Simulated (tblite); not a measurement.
## Saddle-point search, with input and output: C$_{4}$H$_{5}$GeN$_{3}$

The run: saddle-point search of C$_{4}$H$_{5}$GeN$_{3}$. Method and program: GFN2-xTB saddle search (eigenvector following) and harmonic vibrations, gas phase (tblite 0.8.0).

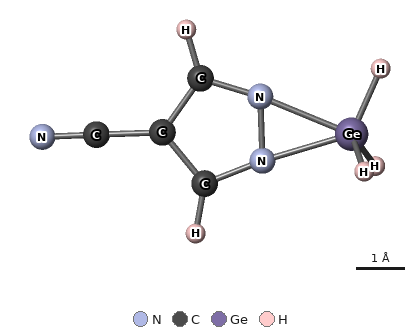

Fig. 1: The input geometry (ball-and-stick view, seen on its broad side). Sticks mark near contacts. Bond lengths as drawn: C–C 1.40 Å, C–H 1.07 Å, C–N 1.15 to 1.32 Å, Ge–H 1.50 to 1.52 Å, Ge–N 1.97 to 2.09 Å and N–N 1.36 Å.

Input file
```
{"job": {"xc": "GFN2-xTB", "basis": "xTB", "kind": "saddle"}, "charge": 0, "multiplicity": 1}
N     -3.892909     1.330736    -0.348872
C     -2.804602     0.983360    -0.249272
C     -1.478935     0.549634    -0.126630
C     -1.006588    -0.766676    -0.172042
N      0.303618    -0.735787    -0.012560
N      0.717543     0.547949     0.136619
Ge     2.261581    -0.855419     0.185984
C     -0.338723     1.339217     0.071439
H     -1.540691    -1.686288    -0.308841
H      3.304225     0.229333     0.381307
H      2.240919    -1.762957     1.382089
H      2.507889    -1.578485    -1.107871
H     -0.273327     2.405381     0.168649
```

The first line tells a small driver script what to run in tblite; the rest is the geometry in Å.

Hardware: 1 CPU thread, shared host.

Launch command:
```bash
OMP_NUM_THREADS=1 python <driver script> task.json out
```

What the program printed
```
step      E/eV     max force
  0    -591.63565   0.0612
  1    -591.63775   0.0068
  2    -591.63834   0.0108
  3    -591.64059   0.0218
  4    -591.64810   0.0613
  5    -591.64332   0.0239
  6    -591.64663   0.0263
  7    -591.65056   0.0319
  8    -591.65509   0.0351
  9    -591.65950   0.0369
 10    -591.66335   0.0366
 11    -591.66908   0.0361
 12    -591.67703   0.0510
 13    -591.68301   0.0653
 14    -591.68835   0.1555
 15    -591.68520   0.0253
 16    -591.68806   0.0315
 17    -591.69013   0.0652
 18    -591.68898   0.0136
 19    -591.69008   0.0210
 20    -591.69098   0.0212
 21    -591.69167   0.0130
 22    -591.69229   0.0343
 23    -591.69197   0.0064
 24    -591.69227   0.0114
 25    -591.69245   0.0127
 26    -591.69249   0.0042
 27    -591.69249   0.0000
lowest wavenumbers (cm-1): -226.1 53.5 126.7 165.0 193.3 264.1
```

Trajectory as extended XYZ (Å, eV, eV/Å), 12 frames, from step=0 to step=27
```
13
Properties=species:S:1:pos:R:3:forces:R:3 step=0 energy=-591.63565
N    -3.8929    1.3307   -0.3489   -0.0050   0.0170  -0.0030
C    -2.8046    0.9834   -0.2493   -0.0130  -0.0210   0.0030
C    -1.4789    0.5496   -0.1266   -0.0060  -0.0020   0.0060
C    -1.0066   -0.7667   -0.1720   -0.0030   0.0020  -0.0160
N     0.3036   -0.7358   -0.0126   -0.0020  -0.0130  -0.0090
N     0.7175    0.5479    0.1366   -0.0040  -0.0150   0.0050
Ge    2.2616   -0.8554    0.1860   -0.0060  -0.0300   0.0040
C    -0.3387    1.3392    0.0714    0.0010  -0.0110   0.0130
H    -1.5407   -1.6863   -0.3088   -0.0300   0.0200   0.0010
H     3.3042    0.2293    0.3813   -0.0300  -0.0010  -0.0130
H     2.2409   -1.7630    1.3821    0.0210   0.0270   0.0490
H     2.5079   -1.5785   -1.1079    0.0310   0.0420  -0.0320
H    -0.2733    2.4054    0.1686    0.0440  -0.0130  -0.0100
13
Properties=species:S:1:pos:R:3:forces:R:3 step=2 energy=-591.63834
N    -3.8922    1.3376   -0.3489   -0.0020   0.0010  -0.0020
C    -2.8067    0.9813   -0.2496    0.0020   0.0000  -0.0010
C    -1.4805    0.5482   -0.1271    0.0020   0.0000   0.0000
C    -1.0042   -0.7655   -0.1867    0.0020   0.0020  -0.0010
N     0.3064   -0.7339   -0.0163    0.0020   0.0020   0.0000
N     0.7140    0.5495    0.1527   -0.0030  -0.0040   0.0040
Ge    2.2585   -0.8714    0.1823    0.0000  -0.0020   0.0050
C    -0.3424    1.3378    0.0880   -0.0020  -0.0030   0.0030
H    -1.5425   -1.6808   -0.3362    0.0020   0.0020  -0.0040
H     3.2820    0.2353    0.3377   -0.0030  -0.0020  -0.0080
H     2.2538   -1.7315    1.4140    0.0010   0.0100  -0.0040
H     2.5229   -1.6091   -1.1017   -0.0010  -0.0060   0.0020
H    -0.2691    2.4025    0.1918   -0.0010  -0.0010   0.0040
13
Properties=species:S:1:pos:R:3:forces:R:3 step=4 energy=-591.64810
N    -3.8857    1.3441   -0.3809    0.0060   0.0000  -0.0060
C    -2.8020    0.9854   -0.2708    0.0020   0.0030  -0.0040
C    -1.4786    0.5482   -0.1320    0.0270   0.0080   0.0050
C    -1.0015   -0.7637   -0.2228    0.0270   0.0200   0.0010
N     0.3020   -0.7412    0.0002    0.0050   0.0160   0.0070
N     0.7043    0.5351    0.2320   -0.0440  -0.0290   0.0000
Ge    2.2593   -0.8666    0.1662    0.0190  -0.0200   0.0020
C    -0.3474    1.3282    0.1501   -0.0140  -0.0220   0.0070
H    -1.5362   -1.6731   -0.4186    0.0170   0.0240  -0.0110
H     3.2901    0.2493    0.1850   -0.0420  -0.0330  -0.0300
H     2.2735   -1.6197    1.4654    0.0100   0.0430  -0.0330
H     2.4981   -1.7155   -1.0614   -0.0060   0.0060   0.0470
H    -0.2758    2.3896    0.2877   -0.0070  -0.0160   0.0160
13
Properties=species:S:1:pos:R:3:forces:R:3 step=7 energy=-591.65056
N    -3.8836    1.3470   -0.3807    0.0030   0.0020  -0.0070
C    -2.8001    0.9875   -0.2714    0.0020   0.0020  -0.0040
C    -1.4775    0.5480   -0.1329    0.0060   0.0020   0.0000
C    -1.0025   -0.7641   -0.2293    0.0060   0.0040  -0.0050
N     0.2995   -0.7466   -0.0013    0.0000   0.0010   0.0050
N     0.7030    0.5271    0.2386   -0.0110  -0.0090   0.0120
Ge    2.2590   -0.8630    0.1652    0.0040  -0.0020  -0.0020
C    -0.3462    1.3236    0.1569   -0.0030  -0.0070   0.0110
H    -1.5381   -1.6708   -0.4319    0.0040   0.0060  -0.0150
H     3.2861    0.2522    0.1651   -0.0100  -0.0040  -0.0300
H     2.2757   -1.5986    1.4706    0.0060   0.0270   0.0000
H     2.4980   -1.7263   -1.0494   -0.0050  -0.0140   0.0170
H    -0.2732    2.3838    0.3003   -0.0020  -0.0070   0.0190
13
Properties=species:S:1:pos:R:3:forces:R:3 step=9 energy=-591.65950
N    -3.8798    1.3537   -0.3786    0.0000   0.0050  -0.0100
C    -2.7967    0.9919   -0.2728    0.0040   0.0010  -0.0060
C    -1.4755    0.5476   -0.1360    0.0040  -0.0030   0.0000
C    -1.0032   -0.7639   -0.2552   -0.0030   0.0050  -0.0060
N     0.2952   -0.7566   -0.0093    0.0040   0.0050   0.0090
N     0.6990    0.5105    0.2633   -0.0080  -0.0120   0.0150
Ge    2.2592   -0.8558    0.1607    0.0080  -0.0080  -0.0020
C    -0.3456    1.3132    0.1835   -0.0030  -0.0070   0.0130
H    -1.5394   -1.6642   -0.4830    0.0030   0.0080  -0.0160
H     3.2830    0.2604    0.0903   -0.0110  -0.0040  -0.0350
H     2.2779   -1.5265    1.4991    0.0100   0.0310  -0.0060
H     2.4971   -1.7805   -1.0112   -0.0070  -0.0090   0.0240
H    -0.2710    2.3702    0.3491   -0.0010  -0.0120   0.0210
13
Properties=species:S:1:pos:R:3:forces:R:3 step=12 energy=-591.67703
N    -3.8697    1.3769   -0.3661    0.0050   0.0060  -0.0170
C    -2.7892    1.0045   -0.2720    0.0050   0.0030  -0.0090
C    -1.4724    0.5445   -0.1431    0.0170   0.0020   0.0060
C    -1.0099   -0.7658   -0.3123    0.0100   0.0080   0.0050
N     0.2813   -0.7869   -0.0333   -0.0010   0.0090   0.0150
N     0.6898    0.4634    0.3044   -0.0330  -0.0140   0.0020
Ge    2.2621   -0.8336    0.1565    0.0240  -0.0140   0.0020
C    -0.3426    1.2832    0.2349   -0.0120  -0.0150   0.0070
H    -1.5511   -1.6477   -0.5959    0.0120   0.0210  -0.0050
H     3.2725    0.2788   -0.0645   -0.0380  -0.0240  -0.0240
H     2.2894   -1.3659    1.5538    0.0220   0.0230  -0.0300
H     2.5001   -1.8822   -0.9136   -0.0090   0.0170   0.0310
H    -0.2602    2.3307    0.4513   -0.0030  -0.0220   0.0160
13
Properties=species:S:1:pos:R:3:forces:R:3 step=14 energy=-591.68835
N    -3.8372    1.4271   -0.4595    0.1460  -0.0530   0.0070
C    -2.7711    1.0259   -0.3173   -0.0900   0.0410  -0.0170
C    -1.4700    0.5358   -0.1378    0.0000   0.0340   0.0090
C    -1.0226   -0.7790   -0.3130    0.0570  -0.0110   0.0220
N     0.2550   -0.8328    0.0225   -0.0500  -0.0230  -0.0150
N     0.6701    0.4058    0.3950   -0.0350   0.0070  -0.0040
Ge    2.2637   -0.8079    0.1439    0.0050   0.0380   0.0160
C    -0.3431    1.2469    0.2964   -0.0100  -0.0130   0.0000
H    -1.5684   -1.6429   -0.6393    0.0150   0.0080   0.0060
H     3.2258    0.3144   -0.2054   -0.0440  -0.0210   0.0030
H     2.3812   -1.2771    1.5552    0.0090   0.0020  -0.0090
H     2.4670   -1.9027   -0.8815    0.0000  -0.0150  -0.0220
H    -0.2505    2.2867    0.5408   -0.0040   0.0060   0.0040
13
Properties=species:S:1:pos:R:3:forces:R:3 step=17 energy=-591.69013
N    -3.8260    1.4340   -0.4865    0.0620  -0.0200  -0.0020
C    -2.7639    1.0297   -0.3301   -0.0380   0.0160  -0.0100
C    -1.4673    0.5350   -0.1357   -0.0060   0.0030   0.0000
C    -1.0236   -0.7825   -0.3044    0.0080   0.0010   0.0070
N     0.2494   -0.8420    0.0423   -0.0100  -0.0020   0.0030
N     0.6661    0.3965    0.4159   -0.0080   0.0050   0.0040
Ge    2.2609   -0.8038    0.1410   -0.0040   0.0000   0.0050
C    -0.3423    1.2422    0.3063    0.0040  -0.0080   0.0040
H    -1.5693   -1.6445   -0.6345    0.0010  -0.0010   0.0030
H     3.2057    0.3251   -0.2205   -0.0070   0.0010  -0.0030
H     2.4008   -1.2767    1.5488    0.0050   0.0020  -0.0110
H     2.4575   -1.8953   -0.8923   -0.0060   0.0040  -0.0020
H    -0.2480    2.2823    0.5497    0.0000  -0.0010   0.0030
13
Properties=species:S:1:pos:R:3:forces:R:3 step=19 energy=-591.69008
N    -3.8256    1.4339   -0.4844    0.0190  -0.0040  -0.0080
C    -2.7637    1.0295   -0.3289   -0.0090   0.0050  -0.0060
C    -1.4673    0.5348   -0.1356   -0.0010   0.0000   0.0010
C    -1.0235   -0.7825   -0.3053    0.0020   0.0000   0.0040
N     0.2495   -0.8419    0.0402   -0.0030  -0.0020   0.0060
N     0.6664    0.3965    0.4140   -0.0030   0.0000   0.0070
Ge    2.2606   -0.8036    0.1413   -0.0010   0.0010   0.0000
C    -0.3421    1.2420    0.3058    0.0010  -0.0030   0.0040
H    -1.5694   -1.6444   -0.6355    0.0000  -0.0010   0.0030
H     3.2056    0.3250   -0.2200   -0.0050   0.0020  -0.0040
H     2.3993   -1.2753    1.5492    0.0060   0.0000  -0.0050
H     2.4579   -1.8961   -0.8905   -0.0050   0.0030  -0.0040
H    -0.2478    2.2820    0.5497    0.0000  -0.0010   0.0030
13
Properties=species:S:1:pos:R:3:forces:R:3 step=22 energy=-591.69229
N    -3.7997    1.4488   -0.5625    0.0320  -0.0120   0.0030
C    -2.7484    1.0351   -0.3645   -0.0210   0.0090  -0.0050
C    -1.4627    0.5310   -0.1279   -0.0040   0.0010   0.0000
C    -1.0238   -0.7902   -0.2785    0.0030   0.0010   0.0030
N     0.2405   -0.8567    0.0972   -0.0040   0.0000   0.0000
N     0.6577    0.3828    0.4713   -0.0030   0.0020   0.0010
Ge    2.2532   -0.7974    0.1291   -0.0010   0.0000   0.0020
C    -0.3425    1.2338    0.3324    0.0020  -0.0030   0.0010
H    -1.5682   -1.6510   -0.6140    0.0000   0.0000   0.0010
H     3.1715    0.3459   -0.2544   -0.0030   0.0000   0.0000
H     2.4446   -1.2832    1.5252    0.0010   0.0010  -0.0050
H     2.4244   -1.8737   -0.9244   -0.0020   0.0020   0.0000
H    -0.2467    2.2749    0.5711    0.0000   0.0000   0.0010
13
Properties=species:S:1:pos:R:3:forces:R:3 step=24 energy=-591.69227
N    -3.7998    1.4484   -0.5612    0.0110  -0.0030  -0.0010
C    -2.7485    1.0349   -0.3638   -0.0060   0.0030  -0.0030
C    -1.4627    0.5310   -0.1279   -0.0010   0.0000   0.0000
C    -1.0237   -0.7901   -0.2790    0.0010   0.0000   0.0020
N     0.2407   -0.8564    0.0959   -0.0010   0.0000   0.0010
N     0.6579    0.3831    0.4701   -0.0010   0.0000   0.0020
Ge    2.2532   -0.7975    0.1294   -0.0010   0.0000   0.0000
C    -0.3425    1.2339    0.3320    0.0000  -0.0010   0.0010
H    -1.5682   -1.6510   -0.6144    0.0000   0.0000   0.0010
H     3.1719    0.3456   -0.2536   -0.0020   0.0010  -0.0010
H     2.4435   -1.2830    1.5254    0.0020   0.0000  -0.0020
H     2.4248   -1.8740   -0.9237   -0.0020   0.0010  -0.0010
H    -0.2467    2.2750    0.5708    0.0000   0.0000   0.0010
13
Properties=species:S:1:pos:R:3:forces:R:3 step=27 energy=-591.69249
N    -3.7877    1.4540   -0.5933    0.0000   0.0000   0.0000
C    -2.7415    1.0369   -0.3781    0.0000   0.0000   0.0000
C    -1.4606    0.5292   -0.1244    0.0000   0.0000   0.0000
C    -1.0237   -0.7933   -0.2679    0.0000   0.0000   0.0000
N     0.2372   -0.8623    0.1184    0.0000   0.0000   0.0000
N     0.6546    0.3777    0.4927    0.0000   0.0000   0.0000
Ge    2.2495   -0.7947    0.1244    0.0000   0.0000   0.0000
C    -0.3425    1.2305    0.3430    0.0000   0.0000   0.0000
H    -1.5675   -1.6538   -0.6053    0.0000   0.0000   0.0000
H     3.1569    0.3543   -0.2672    0.0000   0.0000   0.0000
H     2.4612   -1.2858    1.5149    0.0000   0.0000   0.0000
H     2.4100   -1.8647   -0.9371    0.0000   0.0000   0.0000
H    -0.2461    2.2720    0.5798    0.0000   0.0000   0.0000
```

Results in brief

| quantity | value |
| --- | --- |
| outcome | converged |
| total energy | −591.6925 eV |
| point group | Cs |
| wall time | 5 s |
| peak memory | 0.19 GiB |
